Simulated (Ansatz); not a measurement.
## Response to strain in WSe2

Consider WSe$_{2}$ in the 2H-MoS2 type structure (space group P6_3/mmc, No. 194; a = 3.279 Å, c = 12.786 Å; layered, stacked along the Cartesian z axis).

Strains are applied to the cell and any free atomic positions relax.

Level of theory: PBE-D3(BJ) (Ansatz, an electronic-structure program), no SOC, earlier PAW set.

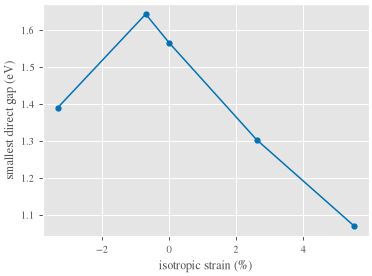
Figure. Smallest direct gap against isotropic strain

Question: From the plot, what is the smallest direct gap for isotropic strain +5.52 %?

Answer: About 1.07 eV.

Question: Is the trend monotonic over the range shown?

Answer: No, it turns within the range, spanning 1.07 eV to 1.64 eV.

With W present, leaving out spin-orbit coupling can change the band edges. Whether these cells are dynamically stable was not tested.
